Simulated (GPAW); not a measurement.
## Convergence study of the plane-wave cutoff for W (Im-3m, 1 atom in the cell)

```
CELL_PARAMETERS angstrom
     -1.57210     1.57210     1.57210
      1.57210    -1.57210     1.57210
      1.57210     1.57210    -1.57210
ATOMIC_POSITIONS crystal
  W  0.00000 0.00000 0.00000
```

Computed with PBE, GPAW PAW datasets PBE (gpaw-data 1.0.1) (plane waves; GPAW).

Base settings: mode = pw; ecut = 550 eV; xc = PBE; kpts = 6 6 6; mesh shift (steps) = 0 0 0; occupations.name = fermi-dirac; occupations.width = 0.1 eV; nbands = -5; symmetry.symmorphic = false; symmetry.tolerance = 0.0005.

The second cell is the first with its lattice scaled by 0.98.

The mesh stays at the base's, so the ladder's end is converged at best in this setting alone.

Only quantities that move along the ladder and can be compared are tabulated.

The count of work is k-points × plane waves × bands × iterations; it is no time. 

The starting cell has typed, rounded lattice constants, without a prior relaxation at this level. Its lattice was rescaled by up to half a per cent. Spin polarisation is off. In the base run, with a pressure of about 10 GPa the cell is away from its equilibrium volume at this level. Without a gap this mesh is coarse (it stands for a supercell whose shortest vector is 16 Å).

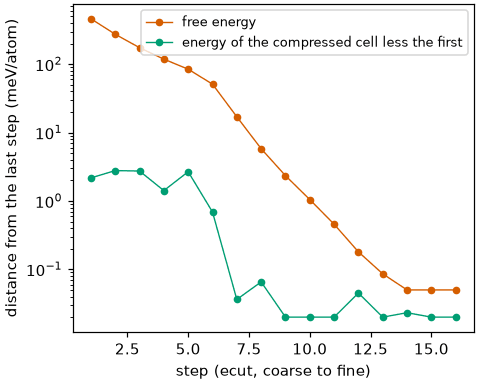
Figure. Distance from the last step along the ladder; very small values are drawn at a floor.

```tsv
ecut	free energy less the last step's (meV/atom)	energy of the compressed cell less the first (meV/atom)	pressure (GPa)	count of work / last
190 eV	461.87	124.65	-1.43	0.059
220 eV	274.37	125.26	3.82	0.12
250 eV	174.46	119.74	5.63	0.086
275 eV	118.58	123.90	6.62	0.10
300 eV	84.56	119.81	7.31	0.12
330 eV	51.08	121.79	8.08	0.15
385 eV	17.03	122.52	9.26	0.18
440 eV	5.82	122.42	9.81	0.21
495 eV	2.34	122.49	10.00	0.26
550 eV	1.05	122.50	10.04	0.30
605 eV	0.46	122.49	10.02	0.35
660 eV	0.18	122.53	10.00	0.39
740 eV	0.09	122.48	10.00	0.47
825 eV	0.04	122.50	9.99	0.57
960 eV	0.04	122.48	9.99	0.69
1100 eV	0.02	122.48	9.99	0.85
1320 eV	0.00	122.48	9.94	1.0
```

Coarsest ecut that holds the energy of the compressed cell less the first within 2 meV/atom of the last step, with all finer ones: 330 eV, at 0.15 of the last step's count of work; the step before is off by 2.7 meV/atom.

Coarsest ecut that holds the pressure within 0.2 GPa of the last step, with all finer ones: 440 eV, at 0.21 of the last step's count of work; the step before is off by 0.68 GPa.

Coarsest ecut that holds the free energy within 5 meV/atom of the last step, with all finer ones: 495 eV, at 0.26 of the last step's count of work; the step before is off by 5.8 meV/atom.

The energy difference between the two cells stays within 1 meV/atom of the last step's from 330 eV on, the total only from 605 eV on: much of the error is common to both cells and cancels.

At the lowest cutoff the pressure lies 11.4 GPa under the last step's, the usual sign of Pulay stress in an incomplete plane-wave basis.
